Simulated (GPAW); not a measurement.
# Core-hole calculation of the C K edge in rock-salt (TiC)₁₋ₓ(ZrC)ₓ at x = 0.25

What does the C K edge look like in rock-salt (TiC)₁₋ₓ(ZrC)ₓ at x = 0.25?

Program: GPAW 26.7.0. Level of theory: X-ray absorption from dipole matrix elements to empty bands, plane-wave PAW PBE. Results are calculated unless marked as measured.

### 1. Starting point

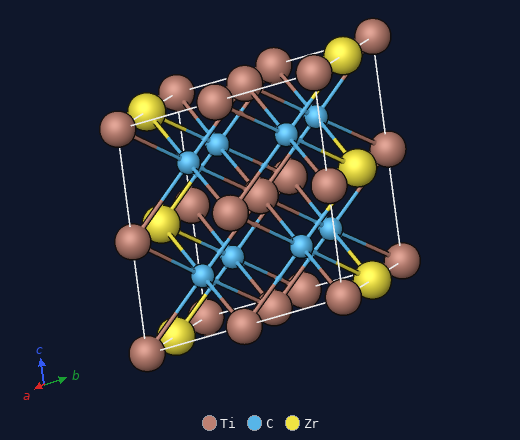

The starting structure, seen slightly off an axis (titanium pink, carbon blue, zirconium yellow). Bonds to atoms that aren't drawn are left out. Some periodic images of atoms are drawn too.

The cell holds 16 atoms: 6 Ti, 8 C and 2 Zr. Its edges and angles: a = 6.252 Å, b = 6.252 Å, c = 6.252 Å, α = 60.0°, β = 60.0°, γ = 60.0°. 16-atom rock-salt cell, 2 of 8 Ti sites taken by Zr at random, lattice constants typed for the ends and interpolated (Vegard).

### 2. Relaxation

The cell was built by hand, so its atoms are relaxed first: near-edge features follow bond lengths closely.

File relax.py:

```python
import numpy as np
from ase import Atoms
from ase.parallel import parprint, paropen
from gpaw import GPAW, PW, FermiDirac, Mixer, MixerDif, setup_paths
from ase.optimize import BFGS

atoms = Atoms('TiCTiCTiCTiCZrCZrCTiCTiC',
    cell=[[0, 4.421, 4.421],
     [4.421, 0, 4.421],
     [4.421, 4.421, 0]],
    scaled_positions=[[0.001115, 0.002661, 0.00165],
     [0.751949, 0.24779, 0.246156],
     [0.00033, 0.003996, 0.499147],
     [0.749933, 0.250275, 0.74962],
     [0.000124, 0.497013, 0.998483],
     [0.750699, 0.751417, 0.25115],
     [0.996984, 0.500862, 0.502339],
     [0.748197, 0.748494, 0.749254],
     [0.500758, 0.999649, 0.998059],
     [0.248344, 0.249332, 0.24746],
     [0.49881, 0.998133, 0.497897],
     [0.25204, 0.248645, 0.749799],
     [0.50074, 0.499078, 0.999807],
     [0.248535, 0.74911, 0.248322],
     [0.500981, 0.503547, 0.498542],
     [0.249307, 0.750468, 0.747669]],
    pbc=True)
atoms.calc = GPAW(legacy_gpaw=True, mode=PW(500, force_complex_dtype=True), xc='PBE', setups={},
    kpts={'size': (4, 4, 4), 'gamma': True}, occupations=FermiDirac(0.08),
    charge=0, mixer=Mixer(0.1, 5, 50), maxiter=150,
    convergence={'density': 0.0001, 'eigenstates': 1e-6}, txt='relax.txt')
steps = []
opt = BFGS(atoms, logfile='-')
opt.attach(lambda: steps.append([atoms.get_potential_energy(), float(np.linalg.norm(atoms.get_forces(), axis=1).max())]))
done = opt.run(fmax=0.05, steps=30)
out = dict(done=bool(done), steps=steps, frac=atoms.get_scaled_positions().tolist())
import json
with paropen('out.json', 'w') as f:
    json.dump(out, f)
```

Command:

```bash
OMP_NUM_THREADS=1 mpirun -n 4 gpaw python relax.py
```

Numbers of over 12 decimals in the logs are rounded to 6 here.

Output:

```text
Input parameters:
  convergence: {density: 0.0001,
                eigenstates: 1e-06}
  kpts: {gamma: True,
         size: (4, 4, 4)}
  maxiter: 150
  mixer: {backend: pulay,
          beta: 0.1,
          method: separate,
          nmaxold: 5,
          weight: 50}
  mode: {ecut: 500.0,
         force_complex_dtype: True,
         name: pw}
  occupations: {fixmagmom: False,
                name: fermi-dirac,
[...]
Forces in eV/Ang:
[...]
14 Ti   -0.00176    0.00532    0.00157
 15 C     0.00851    0.01522    0.01516
Step     Time          Energy          fmax
BFGS:    0 03:05:31     -140.505254        1.805580
BFGS:    1 03:06:41     -140.722569        1.186921
BFGS:    2 03:08:08     -140.890215        0.148086
BFGS:    3 03:08:46     -140.892332        0.097218
BFGS:    4 03:09:24     -140.893900        0.075137
BFGS:    5 03:10:02     -140.894900        0.039084
[key lines of the parts left out:]
Converged after 6 iterations.
Dipole moment: (0.438798, 0.465023, 0.023543) |e|*Ang
Free energy:   -140.894900
Fermi level: 10.30417
```

Run time: 7.7 min. Hardware: 4 MPI ranks of Arm Neoverse V2, shared host; peak memory 0.43 GiB; 31 min of CPU time.

In 5 steps the energy fell by 389 meV (energies extrapolated to zero smearing) and the largest force to 0.039 eV/Å. Atom 12 (C; the text counts from 1, the script from 0) is among those that moved most, by 0.08 Å.

### 3. Ground state of the crystal

A plain self-consistent run shows whether there is a gap, which decides the set-up of the core-hole run.

File scf.py:

```python
import numpy as np
from ase import Atoms
from ase.parallel import parprint, paropen
from gpaw import GPAW, PW, FermiDirac, Mixer, MixerDif, setup_paths
from gpaw.test import gen
setup_paths.insert(0, '.')
gen('C', name='nch1s', xcname='PBE', corehole=(1, 0, 0), write_xml=True)
from gpaw.mpi import world
world.barrier()

atoms = Atoms('TiCTiCTiCTiCZrCZrCTiCTiC',
    cell=[[0, 4.421, 4.421],
     [4.421, 0, 4.421],
     [4.421, 4.421, 0]],
    scaled_positions=[[0.9999594, 0.999706, 0.9994698],
     [0.7554458, 0.255498, 0.2434858],
     [0.9999933, 0.0003732, 0.4988168],
     [0.7554038, 0.2556138, 0.7435779],
     [0.0000907, 0.4999234, 0.9989224],
     [0.7612673, 0.7389045, 0.2491806],
     [0.9997417, 0.5001526, 0.4991129],
     [0.7608391, 0.7386235, 0.7492542],
     [0.5001892, 0.9998233, 0.9992234],
     [0.238501, 0.2609842, 0.2493004],
     [0.4998234, 0.0001236, 0.4991232],
     [0.2389215, 0.2614317, 0.7491447],
     [0.4998153, 0.4999596, 0.9988244],
     [0.2446228, 0.7446383, 0.2545005],
     [0.4997495, 0.5000865, 0.4991493],
     [0.2444855, 0.7446373, 0.7542786]],
    pbc=True)
atoms.calc = calc = GPAW(legacy_gpaw=True, mode=PW(500, force_complex_dtype=True), xc='PBE', setups={5: 'nch1s'},
    kpts={'size': (4, 4, 4), 'gamma': True}, occupations=FermiDirac(0.05),
    charge=0, mixer=Mixer(0.1, 5, 50), maxiter=150,
    convergence={'density': 0.0001, 'eigenstates': 1e-6}, txt='scf.txt')
energy = atoms.get_potential_energy() + calc.get_reference_energy()
ef = calc.get_fermi_level()
out = dict(energy=energy, fermi=ef, forces=atoms.get_forces().tolist())
parprint(f'all-electron energy {energy:.4f} eV, Fermi level {ef:.4f} eV')
ev = np.array([[calc.get_eigenvalues(k, s) for k in range(len(calc.get_ibz_k_points()))] for s in range(calc.get_number_of_spins())])
out['homo'], out['lumo'], out['counts'] = ev[ev < ef].max(), ev[ev > ef].min(), sorted(set((ev < ef).sum((0, 2)).tolist()))
out['filled'] = (ev[:, 0] < ef).sum(1).tolist()
import json
with paropen('out.json', 'w') as f:
    json.dump(out, f)
```

Command:

```bash
OMP_NUM_THREADS=1 mpirun -n 4 gpaw python scf.py
```

Output:

```text
Input parameters:
  convergence: {density: 0.0001,
                eigenstates: 1e-06}
  kpts: {gamma: True,
         size: (4, 4, 4)}
  maxiter: 150
  mixer: {backend: pulay,
          beta: 0.1,
          method: separate,
          nmaxold: 5,
          weight: 50}
  mode: {ecut: 500.0,
         force_complex_dtype: True,
         name: pw}
  occupations: {fixmagmom: False,
                name: fermi-dirac,
                width: 0.05}
  setups: {5: nch1s}
  xc: PBE

Initialize ...

[... PAW data sets ...]

Reference energy: -343352.253157  # eV

Spin-paired calculation

[... convergence settings ...]
Symmetries present (total): 1
  [... symmetry matrices ...]

64 k-points: 4 x 4 x 4 Monkhorst-Pack grid + [1/8,1/8,1/8]
36 k-points in the irreducible part of the Brillouin zone
       k-points in crystal coordinates                weights
   0:     0.00000000    0.00000000    0.00000000          1/64
   1:     0.00000000    0.00000000    0.25000000          2/64
   2:     0.00000000    0.00000000    0.50000000          1/64
   3:     0.00000000    0.25000000   -0.25000000          2/64
   4:     0.00000000    0.25000000    0.00000000          2/64
   5:     0.00000000    0.25000000    0.25000000          2/64
   6:     0.00000000    0.25000000    0.50000000          2/64
   7:     0.00000000    0.50000000    0.00000000          1/64
   8:     0.00000000    0.50000000    0.25000000          2/64
   9:     0.00000000    0.50000000    0.50000000          1/64
          ...
  35:     0.50000000    0.50000000    0.50000000          1/64

Wave functions: Plane wave expansion
  Cutoff energy: 500.000 eV
  Number of coefficients (min, max): 4360, 4398
  Pulay-stress correction: 0.000000 eV/Ang^3 (de/decut=0.000000)
  Using FFTW library
  Wavefunction extrapolation:
    Improved wavefunction reuse through dual PAW basis

Occupation numbers: Fermi-Dirac:
  width: 0.0500  # eV

Eigensolver
   Davidson(niter=2)

Densities:
  Coarse grid: 35*35*35 grid
  Fine grid: 70*70*70 grid
  Total Charge: 0.000000

Density mixing:
  Method: separate
  Backend: pulay
  Linear mixing parameter: 0.1
  old densities: 5
  Width of damping distribution: 1.1
  Damping of long wavelength oscillations: 50

[... Hamiltonian set-up ...]
Number of atoms: 16
Number of atomic orbitals: 136
Number of bands in calculation: 81
Number of valence electrons: 128
Bands to converge: occupied

... initialized

Initializing position-dependent things.

Density initialized from atomic densities
Creating initial wave functions:
  81 bands from LCAO basis set

                            Ti

                Ti   C    Zr
              C

          Ti    C    Ti
         C    Ti   C

             C
         Zr   C    Ti
       C

Atomic positions and initial magnetic moments

Positions:
   0 Ti     8.838356    8.839476    8.840521    ( 0.0000,  0.0000,  0.0000)
   1 C      2.206007    4.416277    4.469383    ( 0.0000,  0.0000,  0.0000)
   2 Ti     2.206919    6.626239    4.422620    ( 0.0000,  0.0000,  0.0000)
   3 C      4.417427    6.626998    4.469709    ( 0.0000,  0.0000,  0.0000)
   4 Ti     6.626397    4.416637    2.210562    ( 0.0000,  0.0000,  0.0000)
   5 C      4.368324    4.467190    6.632260    ( 0.0000,  0.0000,  0.0000)
   6 Ti     4.417753    6.626436    6.631033    ( 0.0000,  0.0000,  0.0000)
[...]
13 C      4.417193    2.206624    4.373523    ( 0.0000,  0.0000,  0.0000)
  14 Ti     4.417621    4.416132    4.420275    ( 0.0000,  0.0000,  0.0000)
  15 C      6.626707    4.415536    4.372912    ( 0.0000,  0.0000,  0.0000)

Unit cell:
           periodic     x           y           z      points  spacing
  1. axis:    yes    0.000000    4.421000    4.421000    35     0.1459
  2. axis:    yes    4.421000    0.000000    4.421000    35     0.1459
  3. axis:    yes    4.421000    4.421000    0.000000    35     0.1459

  Lengths:   6.252238   6.252238   6.252238
  Angles:   60.000000  60.000000  60.000000

Effective grid spacing dv^(1/3) = 0.1591

iter:   1  -158.349396
iter:   2  -146.504389   -0.34  -0.88
iter:   3  -140.248138   +0.43  -1.03
iter:   4  -140.867722   -0.33  -1.59
iter:   5  -141.408721   -0.70  -1.57
iter:   6  -141.146776   -1.04  -1.55
iter:   7  -141.386988   -1.59  -1.94
iter:   8  -141.108512   -1.54  -1.83
iter:   9  -140.977188   -2.50  -1.95
iter:  10  -140.867224   -1.53  -2.07
iter:  11  -140.874698   -1.81  -2.47
iter:  12  -140.871008c  -2.87  -2.78
iter:  13  -140.869998c  -3.70  -2.95
iter:  14  -140.870424c  -4.24  -3.08
iter:  15  -140.870127c  -4.13  -3.37
iter:  16  -140.870138c  -4.58  -3.66
iter:  17  -140.870086c  -5.22  -3.80
iter:  18  -140.870061c  -5.39  -4.04c
iter:  19  -140.870112c  -5.09  -4.13c
iter:  20  -140.870062c  -5.15  -3.96
iter:  21  -140.870063c  -6.78c -4.32c

Converged after 21 iterations.

Dipole moment: (0.438645, 0.464946, 0.023391) |e|*Ang

Energy contributions relative to reference atoms: (reference = -343352.253157)

Kinetic:       +134.318821
Potential:     -143.398651
External:        +0.000000
XC:            -132.716220
Entropy (-ST):   -0.019590
Local:           +0.935783
SIC:             +0.000000
--------------------------
Free energy:   -140.879858
Extrapolated:  -140.870063

Showing only first 2 kpts
 Kpt  Band  Eigenvalues  Occupancy
  0    62     10.35849    0.46794
  0    63     10.55618    0.01165
  0    64     11.08737    0.00000
  0    65     11.08934    0.00000

  1    62     10.03890    1.98909
  1    63     10.04221    1.98835
  1    64     10.70898    0.00055
  1    65     10.72497    0.00040

Fermi level: 10.29919

No gap
No difference between direct/indirect transitions

Forces in eV/Ang:
  0 Ti   -0.00132   -0.01557    0.02176
  1 C     0.00287    0.00260   -0.02579
  2 Ti    0.00291    0.00594   -0.02203
  3 C    -0.00432    0.00268   -0.02944
  4 Ti    0.01082   -0.00785   -0.00845
  5 C     0.01335   -0.03191   -0.00244
  6 Ti   -0.00240    0.01645    0.00363
[...]
13 C    -0.00283   -0.00933    0.00383
 14 Ti   -0.00894    0.00155    0.00171
 15 C     0.01105    0.01204    0.01285
Scalar-relativistic atomic PBE calculation for C (Carbon, Z=6)
Core hole in 1s state (1s occupation: 2.0)
300 radial gridpoints.
|------------------------------------------------|
|------------------------------------------------|
[... the atom generator's iteration count ...]

Energy contributions:
-------------------------
Kinetic:      +37.662629
XC:            -5.078007
Potential:    -70.349262
-------------------------
Total:        -37.764640

state      eigenvalue         ekin         rmax
-----------------------------------------------
1s^2.0 :   -10.046298    15.958807        0.174
2s^2.0 :    -0.505334     1.651367        1.213
2p^2.0 :    -0.194204     1.221141        1.203
-----------------------------------------------
(units: Bohr and Hartree)

Generating PAW setup
Kinetic energy of the core from tauc = 31.932223
Cutoffs:
rc(s)=1.200
rc(p)=1.200
rc(d)=1.200
rc(vbar)=1.080
rc(comp)=1.200
rc(nct)=1.200

Kinetic energy of the core states: 31.917614
Charge: 0.0
Core electrons: 2.0
Valence electrons: 4.0
Pseudo-core charge: 0.031265
Shape function alpha=6.944
Pseudo-electron charge 4.035260
state    eigenvalue         norm
--------------------------------
2s(2) :    -0.505334     1.046026
*s    :     0.494666
2p(2) :    -0.194204     0.955972
*p    :     0.805796
*d    :     0.000000
--------------------------------

Diagonalizing with gridspacing h=0.050

state   all-electron     PAW
-------------------------------
2s:      -0.505334    -0.505970
2p:      -0.194204    -0.194948
*d:                    0.044948
*f:                    0.074429
-------------------------------
all-electron energy -343493.1232 eV, Fermi level 10.2992 eV
```

The job ended after 2.5 min (4 MPI ranks; peak memory 0.43 GiB; 9.9 min of CPU time).

The mesh shows no gap, so the system is treated as a metal and the core electron is put at the Fermi level (neutral cell).

### 4. Cell without a hole, the energy reference

The photon energy needs a difference of total energies, so the cell and mesh of the coming hole run are first run without a hole.

Changes to scf.py since step 3:

```diff
@@ -32,3 +32,3 @@
 atoms.calc = calc = GPAW(legacy_gpaw=True, mode=PW(500, force_complex_dtype=True), xc='PBE', setups={5: 'nch1s'},
-    kpts={'size': (4, 4, 4), 'gamma': True}, occupations=FermiDirac(0.05),
+    kpts={'size': (4, 4, 4), 'gamma': True}, occupations=FermiDirac(0.1),
     charge=0, mixer=Mixer(0.1, 5, 50), maxiter=150,
```

Output:

```text
Input parameters:
  convergence: {density: 0.0001,
                eigenstates: 1e-06}
  kpts: {gamma: True,
         size: (4, 4, 4)}
  maxiter: 150
  mixer: {backend: pulay,
          beta: 0.1,
          method: separate,
          nmaxold: 5,
          weight: 50}
  mode: {ecut: 500.0,
         force_complex_dtype: True,
         name: pw}
  occupations: {fixmagmom: False,
                name: fermi-dirac,
[...]
2s(2) :    -0.505334     1.046026
*s    :     0.494666
2p(2) :    -0.194204     0.955972
*p    :     0.805796
*d    :     0.000000
--------------------------------

Diagonalizing with gridspacing h=0.050

state   all-electron     PAW
-------------------------------
2s:      -0.505334    -0.505970
2p:      -0.194204    -0.194948
*d:                    0.044948
*f:                    0.074429
-------------------------------
all-electron energy -343493.1218 eV, Fermi level 10.3115 eV
[key lines of the parts left out:]
Converged after 21 iterations.
Dipole moment: (0.438588, 0.464897, 0.023382) |e|*Ang
Free energy:   -140.909101
Fermi level: 10.31151
```

Wall time 2.5 min (4 MPI ranks); peak memory 0.43 GiB; 10 min of CPU time.

Reference energy: -343493.122 eV with the cores included.

[end of part 1 of 3]

[Banner, clock and machine lines of the logs are left out without a mark of their own.]

[Logs are printed without paths, hosts, clocks, repeated set-up lines and the standing remarks that a program may print on its own settings, such as how far it seeks lower states.]

[Hosts, paths, dates, database ids (printed as entryN), source tags and the programs' standing remarks are cut or masked in the printed files.]

[Lists of maxima count a maximum above −3 eV only where it reaches 4 % of the highest in the window and stands out from its surroundings by 2 % of it (1.5 % where it reaches 55 %); shoulders and weaker maxima are passed over, and of the rest the first, up to two pre-edge ones and the few strongest are named.]
